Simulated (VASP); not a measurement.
Band structure of PtB (relaxed from the NiAs type structure, space group P6_3/mmc). Calculation: PBE GGA, VASP's PBE PAW potentials (set 64) (plane waves; VASP).

Unless said otherwise, spin-orbit coupling is left out, though it shifts the bands of the heavy elements here.

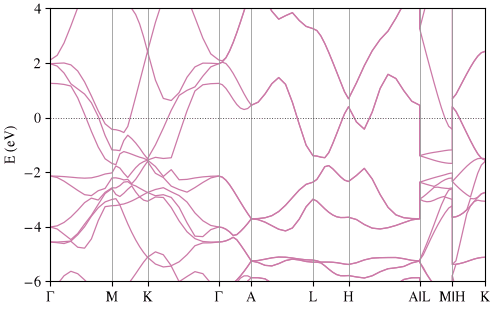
Figure: Bands along high-symmetry lines, zero at the valence-band maximum or, without a gap, the Fermi level

### Question
Read the plot: is there a gap, and where are the band edges?

### Answer
It has no gap at this level: it comes out as a metal or semimetal. (Edges off the drawn lines would not show.)

The structure was generated: PtB was put into the NiAs type type (P6_3/mmc), which need not be its known phase. It was relaxed first, which changed the volume by -9 %.
